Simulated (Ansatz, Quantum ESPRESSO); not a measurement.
# bismuthene, 1 layer: the gap on the mesh at a withheld member of a series

**Set-up.** Quantum ESPRESSO 7.5, PBE, SG15 norm-conserving. Cell and atoms are relaxed under PBE (GBRV files) and held. Screened hybrids with norm-conserving files, screening 0.106 per bohr, fixed occupations, a 9×9×1 mesh with exchange on 3×3×1 q points. Levels count from the potential in the middle of the vacuum. The series steps the share of short-range exact exchange (0.25 is HSE06, 0 is PBE).

```tsv
share of short-range exact exchange	gap on the mesh (eV)
0	0.549
0.1	0.798
0.15	0.928
0.2	1.061
0.25	1.198
0.4	1.629
```

One more run was made and is withheld. What is the gap on the mesh at 0.3?

By hand: The rows at 0.25 and 0.4 give a slope of (1.629 − (1.198))/(0.4 − (0.25)) = 2.873, so a straight line gives 1.342 eV. A parabola through these and the row at 0.2 gives 1.338 eV.

**Check.** 1.339 eV. The line misses by +0.003 and the parabola by −0.001 eV. Both misses are under 5 % of the step from the nearer row.

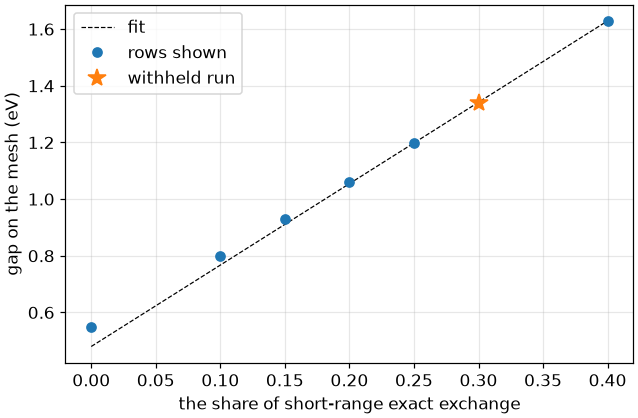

The rows shown, the fit and the withheld run.

Caveats: Gaps are those of the mesh; no spin-orbit coupling; the q mesh was not tested; the geometry stays that of PBE.

[Logs are printed without paths, hosts, clocks, repeated set-up lines and the standing remarks that a program may print on its own settings, such as how far it seeks lower states.]
